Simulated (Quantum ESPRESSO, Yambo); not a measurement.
**A GW run on SiC (Moissanite) in Yambo, with inputs changed**

A base run on SiC (Moissanite), then changed inputs.

Main program and level: Yambo 5.3.0; PBE and many-body steps on it, plane waves.

## 1. Set-up

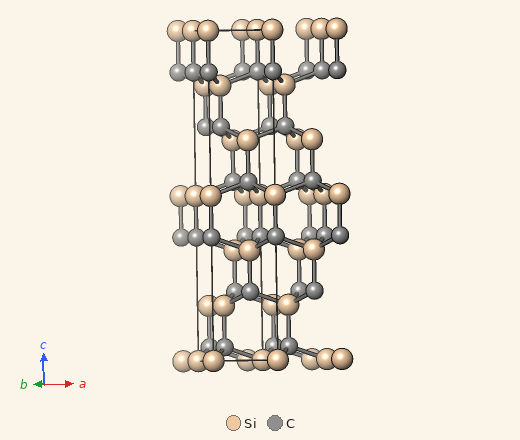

The starting structure, seen slightly off an axis (silicon light orange, carbon grey). 2×2×1 cells are drawn. Bonds to atoms that aren't drawn are left out. Some periodic images of atoms are drawn too.

As a file:

```xyz
12
Lattice="3.0810 0.0000 0.0000 -1.5405 2.6682 0.0000 0.0000 0.0000 15.1248" Properties=species:S:1:pos:R:3 pbc="T T T"
Si    0.0000    0.0000    0.0000
Si    0.0000    0.0000    7.5624
Si    0.0000    1.7788    2.5168
Si    1.5405    0.8894   10.0792
Si    1.5405    0.8894    5.0350
Si    0.0000    1.7788   12.5974
C     0.0000    1.7788    0.6231
C     1.5405    0.8894    8.1855
C     1.5405    0.8894    3.1460
C     0.0000    1.7788   10.7084
C     0.0000    0.0000    5.6658
C     0.0000    0.0000   13.2282
```

The cell and positions come from the Crystallography Open Database and are kept as given unless a step says otherwise.

## 2. Base

This step: Yambo 5.3.0; G0W0 on PBE, plane waves, norm-conserving pseudopotentials.

Now the one-shot GW correction: screening in the RPA, then the self-energy of the levels asked for.

gw2.in reads:

```
HF_and_locXC
gw0
dyson
ppa
em1d
rim_cut
RandQpts= 1000000
RandGvec= 1 RL
EXXRLvcs= 74 Ry
VXCRLvcs= 296 Ry
Chimod= "HARTREE"
% BndsRnXp
 1 | 235 |
%
NGsBlkXp= 10 Ry
% LongDrXp
 1 | 1 | 1 |
%
% GbndRnge
 1 | 235 |
%
DysSolver= "n"
ExtendOut
PPAPntXp= 27.21138 eV
% QPkrange
 1 | 1 | 23 | 26 |
 4 | 4 | 23 | 26 |
%
```

Launch:

```
> OMP_NUM_THREADS=2 mpirun -n 2 yambo -F gw2.in -J gw2 -C gw2 > gw2.log
```

Log:

```text
 Yambo, version 5.3.0

 [02] CORE Variables Setup
 =========================

  [... cell, symmetries and grids as in the set-up ...]

  [02.05] Energies & Occupations
  ==============================

  [X] === General ===
  [X] Electronic Temperature                        :  0.000000  0.000000 [eV K]
  [X] Bosonic    Temperature                        :  0.000000  0.000000 [eV K]
  [X] Finite Temperature mode                       : no
  [X] El. density                                   :  0.38604E+24 [cm-3]
  [X] Fermi Level                                   :  9.528320 [eV]

  [X] === Gaps and Widths ===
  [X] Conduction Band Min                           :  2.016740 [eV]
  [X] Valence Band Max                              :  0.000000 [eV]
  [X] Filled Bands                                  :  24
  [X] Empty Bands                                   :    25   542
  [X] Direct Gap                                    :  3.123141 [eV]
  [X] Direct Gap localized at k                     :   4
  [X] Indirect Gap                                  :  2.016740 [eV]
  [X] Indirect Gap between kpts                     :   1   4
  [X] Last valence band width                       :  2.077945 [eV]
  [X] 1st conduction band width                     :  3.147621 [eV]

 [03] Transferred momenta grid and indexing
 ==========================================

 IBZ Q-points                                      :   7
 BZ  Q-points                                      :   36

 K/Q-points units:
 rlu = crystal or reduced units; cc = cartesian coordinates; iku = interal k-units

 Q [1]          [rlu]:  0.000000  0.000000  0.000000
 Q [2]          [rlu]: -0.59880E-17  0.16667       0.0000
 Q [3]          [rlu]: -0.11976E-16  0.33333       0.0000
 Q [4]          [rlu]:  0.17964E-16 -0.50000       0.0000
 Q [5]          [rlu]:  0.166667  0.166667  0.000000
 Q [6]          [rlu]:  0.166667  0.333333  0.000000
 Q [7]          [rlu]:  0.333333  0.333333  0.000000

 [04] Coloumb potential Random Integration (RIM)
 ===============================================

  [04.01] RIM initialization
  ==========================

  * Diagonal components only detected *

  8 x (sBL volume)        :  0.065694 [a.u.]
  sBZ random points       :  1000000
  Points outside the sBZ  :   7993074
  RL volume               :  0.295624 [a.u.]
  Integrated volume       :  0.295880 [a.u.]

  [04.02] RIM integrals
  =====================

  Gamma point sphere radius             :  0.073191 [a.u.]
  Points outside the sphere             :   799491
  [Int_sBZ(q=0) 1/q^2]*(Vol_sBZ)^(-1/3) =:  7.699861
                                 should be <:  7.795600

  Summary of Coulomb integrals for non-metallic bands |Q|[au] RIM/Bare

  Q [1] 0.100000E-4 0.987719 * Q [2] 0.207686 1.035382
  Q [5] 0.359723 1.014582 * Q [3] 0.415372 1.011323
  Q [6] 0.549486 1.006889 * Q [4] 0.623058 1.006049
  Q [7] 0.719446 1.004351

 [WARNING] [Xp] User bands 1-235 break level degeneracy

 [05] Dipoles
 ============

  [05.01] Setup: observables and procedures
  =========================================

  [WARNING] [x,Vnl] slows the Dipoles computation. To neglect it rename the ns.kb_pp file

 [06] Dynamic Dielectric Matrix (PPA)
 ====================================

 [WR./gw2//ndb.pp]---------------------------------------------------------------
  Brillouin Zone Q/K grids (IBZ/BZ)                :    7   36    7   36
  RL vectors                                       :  11311 [WF]
  Coulomb cutoff potential                         : none
  Electronic Temperature                           :  0.000000 [K]
  Bosonic    Temperature                           :  0.000000 [K]
  PPA    diel. fun.  energies                      : Perdew, Burke & Ernzerhof(X)+Perdew, Burke & Ernzerhof(C)
  wavefunctions                                    : Perdew, Burke & Ernzerhof(X)+Perdew, Burke & Ernzerhof(C)
  Global Gauge                                     : length
  X matrix size                                    :   431
  X band range                                     :    1  235
  X e/h energy range                               : -1.000000 -1.000000 [eV]
  X Time ordering                                  : R
  X Hxc Kernel                                     : HARTREE
  X Drude frequency                                :  0.000000  0.000000
  X poles                                          :  100.0000 [o/o]
  RL vectors in the sum                            :  11311
  [r,Vnl] included                                 : yes
  Field direction                                  :  0.577350E-5  0.577350E-5  0.577350E-5
  BZ energy Double Grid                            : no
  BZ energy DbGd points                            : 0
  BZ Q point size factor                           : -1.000000
  X Optical Averaged directions                    : none

 [07] Local Exchange-Correlation + Non-Local Fock
 ================================================

 [VXC] Plane waves :   72085
 [EXS] Plane waves :   8953

 QP @ state[ 1 ] K range:  1  1
 QP @ state[ 1 ] b range:  23  26
 QP @ state[ 2 ] K range:   4   4
 QP @ state[ 2 ] b range:  23  26

 [xc] Functional : Perdew, Burke & Ernzerhof(X)+Perdew, Burke & Ernzerhof(C)
 [xc] LIBXC used to calculate xc functional
  PP Number of Atomic Species                      :  2
  NLCC RL compoments                               :   72085
  PP Number of Atomic Species                      :  2
  NLCC RL compoments                               :   72085

 [xc] E_xc :  -18.27642 [Ha]
      E_xc :  -36.55284 [Ry]

  Local XC kind (lXC) : Perdew, Burke & Ernzerhof(X)+Perdew, Burke & Ernzerhof(C)
  Non-Local XC kind (nlXC) : Hartree-Fock

  Corrections @ K [1] :  [eV]
 <23|nlXC|23> = -17.32276 -0.20344E-17 <23|lXC|23> = -14.95422 -0.18882E-15
 <24|nlXC|24> = -17.32275 -0.10739E-16 <24|lXC|24> = -14.95422  0.75527E-15
 <25|nlXC|25> = -6.944283  0.15263E-17 <25|lXC|25> = -12.14735  0.000000
 <26|nlXC|26> = -6.855815  0.72773E-19 <26|lXC|26> = -12.09673 -0.18882E-15

  Corrections @ K [4] :  [eV]
 <23|nlXC|23> = -16.70559  0.13716E-17 <23|lXC|23> = -13.90584 -0.25077E-16
 <24|nlXC|24> = -17.33410  0.85758E-17 <24|lXC|24> = -14.49916 -0.20652E-16
 <25|nlXC|25> = -6.763821  0.21462E-18 <25|lXC|25> = -10.92842  0.70806E-16
 <26|nlXC|26> = -6.504908  0.53585E-17 <26|lXC|26> = -10.77706  0.23602E-16

 [08] Dyson equation: Newton solver
 ==================================

  [08.01] G0W0 (W PPA)
  ====================

  [  GW  ] Bands range     :    1  235
  [GW/PPA] G damping       :  0.100000 [eV]

  QP @ state[ 1 ] K range:  1  1
  QP @ state[ 1 ] b range:  23  26
  QP @ state[ 2 ] K range:   4   4
  QP @ state[ 2 ] b range:  23  26

   Sc/G bands                                       :    1  235
   Sc/G damping                                     :  0.100000 ev
   Sc bands terminator                              : no
   Sx RL components                                 :   8953

   QP @ state[ 1 ] K range                          :  1  1
   QP @ state[ 1 ] b range                          :  23  26
   QP @ state[ 2 ] K range                          :   4   4
   QP @ state[ 2 ] b range                          :  23  26
   GF energies kind                                 : Perdew, Burke & Ernzerhof(X)+Perdew, Burke & Ernzerhof(C)
   GF WF`s kind                                     : Perdew, Burke & Ernzerhof(X)+Perdew, Burke & Ernzerhof(C)
   Xs energies kind                                 : Perdew, Burke & Ernzerhof(X)+Perdew, Burke & Ernzerhof(C)
   Xs WF`s kind                                     : Perdew, Burke & Ernzerhof(X)+Perdew, Burke & Ernzerhof(C)

 [11] Game Over & Game summary
```

Run time: 10 min. Hardware: 2 MPI ranks of Arm Neoverse V1, shared host; peak memory 1.3 GiB.

This step gave:

```yaml
g0w0_gap_on_the_points_computed: 2.620 eV
starting_gap_on_the_mesh: 2.017 eV
k_of_the_valence_top: 0, 0, 0
k_of_the_conduction_bottom: 0, -0.5, 0
least_direct_g0w0_gap_on_the_computed_points: 3.886 eV
z_at_the_valence_top: 0.8006
z_at_the_conduction_bottom: 0.8232
```

The gap on the mesh goes from 2.02 eV to 2.62 eV, a correction of +0.60 eV.

## 3. Core charge in Vxc

gw6.in, as its differences from gw2.in of step 2:

```diff
@@ -28 +28,2 @@
 %
+UseNLCC
```

Launch:

```
> OMP_NUM_THREADS=2 mpirun -n 2 yambo -F gw6.in -J gw6,gw2_W -C gw6 > gw6.log
```

Log:

```text
 Yambo, version 5.3.0

 [02] CORE Variables Setup
 =========================

  [... cell, symmetries and grids as in the set-up ...]

  [02.05] Energies & Occupations
  ==============================

  [X] === General ===
  [X] Electronic Temperature                        :  0.000000  0.000000 [eV K]
  [X] Bosonic    Temperature                        :  0.000000  0.000000 [eV K]
  [X] Finite Temperature mode                       : no
  [X] El. density                                   :  0.38604E+24 [cm-3]
  [X] Fermi Level                                   :  9.528320 [eV]

  [X] === Gaps and Widths ===
  [X] Conduction Band Min                           :  2.016740 [eV]
  [X] Valence Band Max                              :  0.000000 [eV]
  [X] Filled Bands                                  :  24
  [X] Empty Bands                                   :    25   542
  [X] Direct Gap                                    :  3.123141 [eV]
  [X] Direct Gap localized at k                     :   4
  [X] Indirect Gap                                  :  2.016740 [eV]
  [X] Indirect Gap between kpts                     :   1   4
  [X] Last valence band width                       :  2.077945 [eV]
  [X] 1st conduction band width                     :  3.147621 [eV]

 [03] Transferred momenta grid and indexing
 ==========================================

 IBZ Q-points                                      :   7
 BZ  Q-points                                      :   36

 K/Q-points units:
 rlu = crystal or reduced units; cc = cartesian coordinates; iku = interal k-units

 Q [1]          [rlu]:  0.000000  0.000000  0.000000
 Q [2]          [rlu]: -0.59880E-17  0.16667       0.0000
 Q [3]          [rlu]: -0.11976E-16  0.33333       0.0000
 Q [4]          [rlu]:  0.17964E-16 -0.50000       0.0000
 Q [5]          [rlu]:  0.166667  0.166667  0.000000
 Q [6]          [rlu]:  0.166667  0.333333  0.000000
 Q [7]          [rlu]:  0.333333  0.333333  0.000000

 [04] Coloumb potential Random Integration (RIM)
 ===============================================

 Summary of Coulomb integrals for non-metallic bands |Q|[au] RIM/Bare

 Q [1] 0.100000E-4 0.987719 * Q [2] 0.207686 1.035382
 Q [5] 0.359723 1.014582 * Q [3] 0.415372 1.011323
 Q [6] 0.549486 1.006889 * Q [4] 0.623058 1.006049
 Q [7] 0.719446 1.004351

 [WARNING] [Xp] User bands 1-235 break level degeneracy

 [05] Dipoles
 ============

  [05.01] Setup: observables and procedures
  =========================================

 [06] Dynamic Dielectric Matrix (PPA)
 ====================================

   Sc/G bands                                       :    1  235
   Sc/G damping                                     :  0.100000 ev
   Sc bands terminator                              : no
   Sx RL components                                 :   8953

   QP @ state[ 1 ] K range                          :  1  1
   QP @ state[ 1 ] b range                          :  23  26
   QP @ state[ 2 ] K range                          :   4   4
   QP @ state[ 2 ] b range                          :  23  26
   GF energies kind                                 : Perdew, Burke & Ernzerhof(X)+Perdew, Burke & Ernzerhof(C)
   GF WF`s kind                                     : Perdew, Burke & Ernzerhof(X)+Perdew, Burke & Ernzerhof(C)
   Xs energies kind                                 : Perdew, Burke & Ernzerhof(X)+Perdew, Burke & Ernzerhof(C)
   Xs WF`s kind                                     : Perdew, Burke & Ernzerhof(X)+Perdew, Burke & Ernzerhof(C)

 [11] Game Over & Game summary
```

It took 2.1 min on 2 MPI ranks; peak memory 1.2 GiB; 8.2 min of CPU time.

Numbers from this step:

| Property | Result |
| --- | --- |
| G0W0 gap on the points computed | 2.421 eV |
| starting gap on the mesh | 2.017 eV |
| k of the valence top | 0, 0, 0 |
| k of the conduction bottom | 0, -0.5, 0 |
| least direct G0W0 gap on the computed points | 3.701 eV |
| Z at the valence top | 0.8006 |
| Z at the conduction bottom | 0.8232 |

Against G0W0 in Yambo (6×6×1 mesh, 235 bands, screening to 136.1 eV, Godby-Needs plasmon pole), the gap moves by −0.200 eV.

[end of part 1 of 2]

[Paths, hosts, dates, memory and timing lines, banners, echoed tables and standing remarks are left out of the program output.]

[Logs are printed without paths, hosts, clocks, repeated set-up lines and the standing remarks that a program may print on its own settings, such as how far it seeks lower states.]

[Runs of the session that timed out or met a known fault of the program may be left out.]

[Hosts, paths, dates, database ids (printed as entryN), source tags and the programs' standing remarks are cut or masked in the printed files.]
